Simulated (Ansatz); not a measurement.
# AlPH2 (singlet): wave-function methods side by side, cc-pVTZ

How much of the correlation energy of AlPH2 (singlet) does each wave-function method recover here?

Computed with Ansatz 0.2.0, Gaussian basis. Level: cc-pVTZ, core rule «outside noble gas», up to 10 orbitals frozen.

To be run: UHF; CCSD(T) on RHF; CCSD(T) on UHF; BCCD(T) on RHF; CCSDT(Q) on RHF; CCSDT(Q) on UHF.

16 further runs of the same task are left out: 10 for a known fault of the program, 6 set aside as unsound or not needed.

### Step 1. The geometry

The geometry is a PBE0/def2-TZVP stationary point (not a proven minimum) of the parent state, kept for this charge and spin.

4 atoms, charge 0, spin multiplicity 1.

Atoms are counted from 1 here; the program's logs count them from 0.

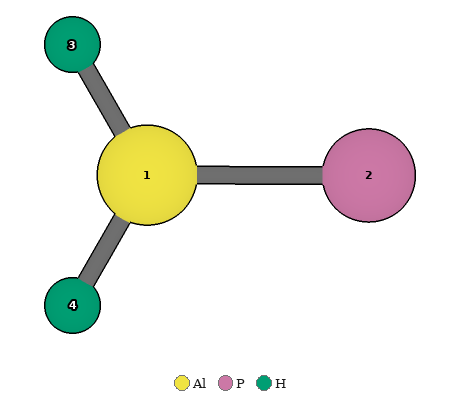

The geometry (aluminium yellow, phosphorus pink, hydrogen teal); atoms are numbered from 1 in the order of the file.

Geometry (Å):

```csv
atom,x (Å),y (Å),z (Å)
Al1,0.00000,0.00000,1.17918
P2,0.00000,0.00000,-1.15518
H3,0.00000,1.37854,1.96660
H4,0.00000,-1.37854,1.96660
```

In the tables R marks a restricted determinant and U an unrestricted one; energies count from the table's Hartree-Fock row.

### Step 2. UHF

in.yaml reads:

```yaml
crystal:
  periodic: [false, false, false]
  atoms:
    - {symbol: Al, position_ang: [0.000000, 0.000000, 1.179176]}
    - {symbol: P, position_ang: [0.000000, 0.000000, -1.155185]}
    - {symbol: H, position_ang: [0.000000, 1.378539, 1.966597]}
    - {symbol: H, position_ang: [0.000000, -1.378539, 1.966597]}
basis:
  gaussian: {orbitals: cc-pVTZ}
magnetization: {spin_polarized: true, initial_magnetization: 0}
hamiltonian: {xc: hf}
output: {orbitals: {seedname: orbitals}}
```

The run is started by

```
$ ansatz run in.yaml --threads 1 --pin off --events-out ev --progress --plain --max-ram 4096MiB --backend cpu
```

What it wrote:

```text
Functional definition: HF
  name "HF"
  cite "Fock, Z. Phys. 61, 126 (1930) doi:10.1007/BF01340294"
  parent pbe
  exchange = exact_x
  correlation = 0
820 factors; their error is unknown
mean field evaluation 1: about -15883.6271 eV, gradient 7.0e0 eV
mean field evaluation 2: about -15884.2965 eV, gradient 2.3e0 eV
mean field evaluation 4: about -15884.3928 eV, gradient 1.1e-1 eV
mean field evaluation 8: about -15884.8375 eV, gradient 4.7e-2 eV
mean field evaluation 16: about -15884.9333 eV, gradient 8.0e-1 eV
mean field evaluation 32: about -15883.6271 eV, gradient 7.0e0 eV
mean field evaluation 64: about -15885.9762 eV, gradient 9.3e-3 eV
mean field evaluation 96: about -15885.4963 eV, gradient 1.2e0 eV
mean field evaluation 128: about -15885.9750 eV, gradient 4.4e-3 eV
mean field evaluation 160: about -15884.3931 eV, gradient 2.7e-2 eV
mean field -15885.98231824 eV, -583.7990822898 hartree, gradient 7.6e-6 eV, S^2 1.020910; 7 other end points of the search recorded, 0 dependent functions left out
reference -15885.98231824 eV, -583.7990822898 hartree; 15, 15 occupied and 81, 81 virtual orbitals, 820 factors
Total energy: -15885.98231824 eV, -583.7990822898 hartree
```

Wall time 7 s (1 thread of AMD EPYC 7R13, shared host).

From the report: ⟨S²⟩ of the determinant 1.021 (pure singlet: 0.00). The determinant is far from a pure spin state, so its energy mixes those of several spin states (harmless only where they are near-degenerate, as at dissociation).

The unrestricted solution breaks the spin symmetry, so the restricted determinant is unstable here.

### Step 3. CCSD(T) on RHF

Edit in.yaml of step 2 so:

```diff
@@ -9,4 +9,3 @@
   gaussian: {orbitals: cc-pVTZ}
-magnetization: {spin_polarized: true, initial_magnetization: 0}
-hamiltonian: {xc: hf}
-output: {orbitals: {seedname: orbitals}}
+magnetization: {spin_polarized: false}
+correlation: {method: ccsd_t, electrons: outside_noble_gas}
```

Launched as before.

What it wrote, cut to the lines that bear on the results:

```text
Functional definition: HF
  name "HF"
  cite "Fock, Z. Phys. 61, 126 (1930) doi:10.1007/BF01340294"
  parent pbe
[...]
568 factors; integrals over basis functions are off by at most 9.6e-4 eV
[...]
mean field -15884.83785536 eV, -583.7570240547 hartree, gradient 5.9e-6 eV, S^2 0.000000; 6 other end points of the search recorded, 0 dependent functions left out; unrestricted orbitals would lower it
determinant -15884.83785536 eV, -583.7570240547 hartree, with singles and doubles -15891.46471752 eV, -584.0005567472 hartree
determinant -15884.21826398 eV, -583.7342544913 hartree, with singles and doubles -15890.85715040 eV, -583.9782290675 hartree
unrestricted determinant -15885.98271142 eV, -583.7990967388 hartree, S^2 1.0209
10 core orbitals not correlated: weight in the atoms' cores, before any rotation towards them, 1.000 or more for the frozen orbitals, at most 0.000 for the correlated occupied ones
reference -15884.83785536 eV, -583.7570240547 hartree; 5, 5 occupied and 81, 81 virtual orbitals, 568 factors
second order -5.32813230 eV of doubles, -0.00000000 eV of singles
cycle   1  -6.48531004 eV  change   -2.9e-1 eV  update   2.4e-2
[...]
cycle  12  -6.50242881 eV  change    2.3e-6 eV  update   7.9e-6
perturbative correction -0.26574977 eV, -0.0097661239 hartree
Total energy: -15891.60603395 eV, -584.0057500300 hartree
```

Wall time 4.7 s (1 thread of AMD EPYC 7R13, shared host); peak memory 0.25 GiB.

From the report: correlation -6.7682 eV; T1 0.017; largest double amplitude 0.16.

### Step 4. CCSD(T) on UHF

Edit in.yaml of step 3 so:

```diff
@@ -9,3 +9,3 @@
   gaussian: {orbitals: cc-pVTZ}
-magnetization: {spin_polarized: false}
+magnetization: {spin_polarized: true, initial_magnetization: 0}
 correlation: {method: ccsd_t, electrons: outside_noble_gas}
```

The run is started by

```
$ ansatz run in.yaml --threads 2 --pin off --events-out ev --progress --plain --max-ram 24576MiB --backend cuda --devices 0, --max-vram 18GiB
```

What it wrote, cut to the lines that bear on the results:

```text
Functional definition: HF
  name "HF"
  cite "Fock, Z. Phys. 61, 126 (1930) doi:10.1007/BF01340294"
  parent pbe
[...]
568 factors; integrals over basis functions are off by at most 9.6e-4 eV
[...]
mean field -15885.98271148 eV, -583.7990967412 hartree, gradient 1.8e-8 eV, S^2 1.020910; 20 other end points of the search recorded, 0 dependent functions left out
determinant -15885.98271148 eV, -583.7990967412 hartree, with singles and doubles -15891.96904598 eV, -584.0190904764 hartree
determinant -15885.97542709 eV, -583.7988290446 hartree, with singles and doubles -15891.95182010 eV, -584.0184574370 hartree
determinant -15884.51080408 eV, -583.7450051419 hartree, with singles and doubles -15890.59980016 eV, -583.9687716204 hartree
determinant -15884.09251425 eV, -583.7296332740 hartree, with singles and doubles -15890.14921617 eV, -583.9522129642 hartree
determinant -15885.98271148 eV, -583.7990967412 hartree, with singles and doubles -15891.86651833 eV, -584.0153226545 hartree
determinant -15885.97542709 eV, -583.7988290446 hartree, with singles and doubles -15891.84985089 eV, -584.0147101376 hartree
determinant -15884.83785536 eV, -583.7570240547 hartree, with singles and doubles -15891.46265977 eV, -584.0004811261 hartree
determinant -15884.21826398 eV, -583.7342544913 hartree, with singles and doubles -15890.85507529 eV, -583.9781528086 hartree
10 core orbitals not correlated: weight in the atoms' cores, before any rotation towards them, 1.000 or more for the frozen orbitals, at most 0.000 for the correlated occupied ones
reference -15885.98271148 eV, -583.7990967412 hartree; 5, 5 occupied and 81, 81 virtual orbitals, 568 factors
second order -4.75202544 eV of doubles, -0.00000000 eV of singles
cycle   1  -5.88380749 eV  change   -6.5e-7 eV  update   5.3e-6
perturbative correction -0.24907240 eV, -0.0091532420 hartree
WARN: the results are in doubt because among natural orbitals full CI differs from the method by +0.451 eV
Total energy: -15892.11559137 eV, -584.0244759202 hartree
In doubt: among natural orbitals full CI differs from the method by +0.451 eV
```

Wall time 38 s (1 × H100 (card shared with other runs) with 2 threads of AMD EPYC 7R13, shared host); peak host memory 0.8 GiB.

From the report: ⟨S²⟩ of the determinant 1.021 (pure singlet: 0.00); correlation -6.1329 eV; T1 0.019; largest double amplitude 0.11. The determinant is far from a pure spin state, so its energy mixes those of several spin states (harmless only where they are near-degenerate, as at dissociation). The program marks this result as in doubt; its last lines say why.

### Step 5. BCCD(T) on RHF

Edit in.yaml of step 4 so:

```diff
@@ -9,3 +9,3 @@
   gaussian: {orbitals: cc-pVTZ}
-magnetization: {spin_polarized: true, initial_magnetization: 0}
-correlation: {method: ccsd_t, electrons: outside_noble_gas}
+magnetization: {spin_polarized: false}
+correlation: {method: bccd_t, electrons: outside_noble_gas}
```

The run is started by

```
$ ansatz run in.yaml --threads 1 --pin off --events-out ev --progress --plain --max-ram 4096MiB --backend cpu
```

What it wrote, cut to the lines that bear on the results:

```text
Functional definition: HF
  name "HF"
  cite "Fock, Z. Phys. 61, 126 (1930) doi:10.1007/BF01340294"
  parent pbe
[...]
568 factors; integrals over basis functions are off by at most 9.6e-4 eV
[...]
mean field -15884.83785536 eV, -583.7570240547 hartree, gradient 5.9e-6 eV, S^2 0.000000; 6 other end points of the search recorded, 0 dependent functions left out; unrestricted orbitals would lower it
determinant -15884.83785536 eV, -583.7570240547 hartree, with singles and doubles -15891.46471752 eV, -584.0005567472 hartree
determinant -15884.21826398 eV, -583.7342544913 hartree, with singles and doubles -15890.85715040 eV, -583.9782290675 hartree
unrestricted determinant -15885.98271142 eV, -583.7990967388 hartree, S^2 1.0209
10 core orbitals not correlated: weight in the atoms' cores, before any rotation towards them, 1.000 or more for the frozen orbitals, at most 0.000 for the correlated occupied ones
reference -15884.83785536 eV, -583.7570240547 hartree; 5, 5 occupied and 81, 81 virtual orbitals, 568 factors
second order -5.32813230 eV of doubles, -0.00000000 eV of singles
cycle   1  -6.48053597 eV  change   -2.9e-1 eV  update   2.4e-2
[...]
cycle  12  -6.49201144 eV  change   -7.2e-8 eV  update   8.9e-6
perturbative correction -0.27666870 eV, -0.0101673872 hartree
Total energy: -15891.60653550 eV, -584.0057684617 hartree
```

Run time: 5.5 s. Hardware: 1 thread of AMD EPYC 7R13, shared host; peak memory 0.3 GiB.

From the report: correlation -6.7687 eV; largest double amplitude 0.16.

### Step 6. CCSDT(Q) on RHF

Edit in.yaml of step 5 so:

```diff
@@ -10,2 +10,2 @@
 magnetization: {spin_polarized: false}
-correlation: {method: bccd_t, electrons: outside_noble_gas}
+correlation: {method: ccsdt_q, electrons: outside_noble_gas}
```

The run is started by

```
$ ansatz run in.yaml --threads 2 --pin off --events-out ev --progress --plain --max-ram 24576MiB --backend cuda --devices 0, --max-vram 18GiB
```

What it wrote, cut to the lines that bear on the results:

```text
Functional definition: HF
  name "HF"
  cite "Fock, Z. Phys. 61, 126 (1930) doi:10.1007/BF01340294"
  parent pbe
[...]
1141 factors; integrals over basis functions are off by at most 2.2e-7 eV
[...]
mean field -15884.83786092 eV, -583.7570242589 hartree, gradient 6.8e-6 eV, S^2 0.000000; 6 other end points of the search recorded, 0 dependent functions left out; unrestricted orbitals would lower it
determinant -15884.83786092 eV, -583.7570242589 hartree, with singles and doubles -15891.46473702 eV, -584.0005574639 hartree
determinant -15884.21826966 eV, -583.7342547001 hartree, with singles and doubles -15890.85717200 eV, -583.9782298611 hartree
unrestricted determinant -15885.98271801 eV, -583.7990969810 hartree, S^2 1.0209
10 core orbitals not correlated: weight in the atoms' cores, before any rotation towards them, 1.000 or more for the frozen orbitals, at most 0.000 for the correlated occupied ones
reference -15884.83786092 eV, -583.7570242589 hartree; 5, 5 occupied and 81, 81 virtual orbitals, 1141 factors
second order -5.32815817 eV of doubles, -0.00000000 eV of singles
cycle   1  -6.10214049 eV  change   -7.7e-1 eV  update   9.3e-2
[...]
cycle  26  -6.83859573 eV  change    1.1e-7 eV  update   2.1e-7
perturbative correction -0.03244808 eV, -0.0011924450 hartree
Total energy: -15891.70890473 eV, -584.0095304616 hartree
```

It took 19 s on 1 × H100 (card shared with other runs) with 2 threads of AMD EPYC 7R13, shared host; peak host memory 0.83 GiB.

From the report: correlation -6.8710 eV; T1 0.019; largest double amplitude 0.33.

### Step 7. CCSDT(Q) on UHF

Edit in.yaml of step 6 so:

```diff
@@ -9,3 +9,3 @@
   gaussian: {orbitals: cc-pVTZ}
-magnetization: {spin_polarized: false}
+magnetization: {spin_polarized: true, initial_magnetization: 0}
 correlation: {method: ccsdt_q, electrons: outside_noble_gas}
```

Same command.

What it wrote, cut to the lines that bear on the results:

```text
Functional definition: HF
  name "HF"
  cite "Fock, Z. Phys. 61, 126 (1930) doi:10.1007/BF01340294"
  parent pbe
[...]
1141 factors; integrals over basis functions are off by at most 2.2e-7 eV
[...]
mean field -15885.98271810 eV, -583.7990969843 hartree, gradient 3.7e-8 eV, S^2 1.020910; 20 other end points of the search recorded, 0 dependent functions left out
determinant -15885.98271810 eV, -583.7990969843 hartree, with singles and doubles -15891.96906352 eV, -584.0190911208 hartree
determinant -15885.97543374 eV, -583.7988292890 hartree, with singles and doubles -15891.95183786 eV, -584.0184580895 hartree
determinant -15884.51081059 eV, -583.7450053810 hartree, with singles and doubles -15890.59981926 eV, -583.9687723225 hartree
determinant -15884.09252160 eV, -583.7296335443 hartree, with singles and doubles -15890.14923633 eV, -583.9522137050 hartree
[...]
determinant -15884.83786092 eV, -583.7570242589 hartree, with singles and doubles -15891.46268168 eV, -584.0004819316 hartree
determinant -15884.21826966 eV, -583.7342547001 hartree, with singles and doubles -15890.85509809 eV, -583.9781536462 hartree
10 core orbitals not correlated: weight in the atoms' cores, before any rotation towards them, 1.000 or more for the frozen orbitals, at most 0.000 for the correlated occupied ones
reference -15885.98271810 eV, -583.7990969843 hartree; 5, 5 occupied and 81, 81 virtual orbitals, 1141 factors
second order -4.75204325 eV of doubles, -0.00000000 eV of singles
cycle   1  -5.51418698 eV  change   -7.6e-1 eV  update   8.3e-2
[...]
cycle  26  -6.38713660 eV  change    4.7e-7 eV  update   1.1e-6
perturbative correction -0.09234511 eV, -0.0033936203 hartree
WARN: the results are in doubt because among natural orbitals full CI differs from the method by +1.022 eV
Total energy: -15892.46219981 eV, -584.0372135453 hartree
In doubt: among natural orbitals full CI differs from the method by +1.022 eV
```

It took 56 s on 1 × H100 (card shared with other runs) with 2 threads of AMD EPYC 7R13, shared host; peak host memory 0.99 GiB.

From the report: ⟨S²⟩ of the determinant 1.021 (pure singlet: 0.00); correlation -6.4795 eV; T1 0.026; largest double amplitude 0.53. The determinant is far from a pure spin state, so its energy mixes those of several spin states (harmless only where they are near-degenerate, as at dissociation). The program marks this result as in doubt; its last lines say why.

### Step 8. Misses and costs

No level here is safe as a reference; RCCSDT(Q) serves as a yardstick only. Rows without a time come out of other runs: HF, MP2 and CCSD of CCSD(T), CCSDT of CCSDT(Q).

Differences are taken before rounding.

```csv
method,energy from the lowest RHF (kJ/mol),from RCCSDT(Q) (kJ/mol),time
RHF,0.0,+663.0,
UHF,-110.5,+552.5,
RMP2,-514.1,+148.9,
UMP2,-569.0,+94.0,
RCCSD,-627.4,+35.6,
UCCSD,-678.2,-15.2,
RCCSD(T),-653.0,+9.9,4.7 s
UCCSD(T),-702.2,-39.2,38 s (GPU)
BCCD(T),-653.1,+9.9,5.5 s
RCCSDT,-659.8,+3.1,
UCCSDT,-726.7,-63.8,
RCCSDT(Q),-663.0,0,19 s (GPU)
UCCSDT(Q),-735.6,-72.7,56 s (GPU)
```

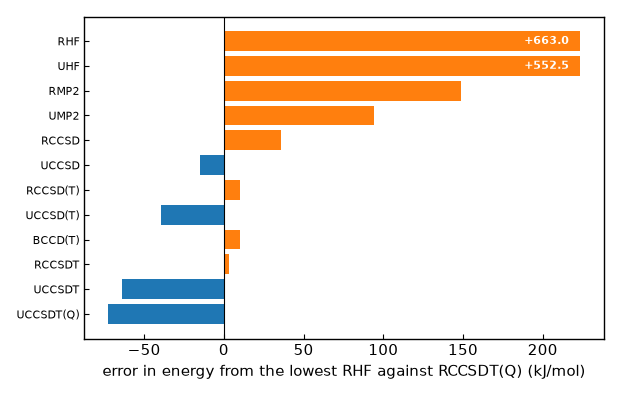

Deviations from RCCSDT(Q), method by method. Bars with a number in them are cut short.

Some runs used a GPU and others CPU threads alone; cost is compared among the CPU runs only.

The program flags UCCSD(T), UCCSDT(Q) as in doubt (see the logs), so those rows may rest on another solution; read them beside their warnings.

### Step 9. Outcome

| quantity | value |
| --- | --- |
| RCCSDT(Q) below the RHF energy | -6.8710 eV |
| RMP2 from RCCSDT(Q) | +148.9 kJ/mol |
| UMP2 from RCCSDT(Q) | +94.0 kJ/mol |
| RCCSD from RCCSDT(Q) | +35.6 kJ/mol |
| RCCSD(T) from RCCSDT(Q) | +9.9 kJ/mol |
| UCCSD(T) from RCCSDT(Q) | -39.2 kJ/mol |
| UCCSDT(Q) from RCCSDT(Q) | -72.7 kJ/mol |
| T1 diagnostic | 0.017 |

In words: RCCSD(T) lands +9.9 kJ/mol from the yardstick (1.5 % of the correlation energy). CCSD(T) misses by +9.9 kJ/mol on the restricted determinant and by -39.2 kJ/mol on the unrestricted one; the two need not hold the same state or core. Warnings: restricted reference is unstable; spin contamination.
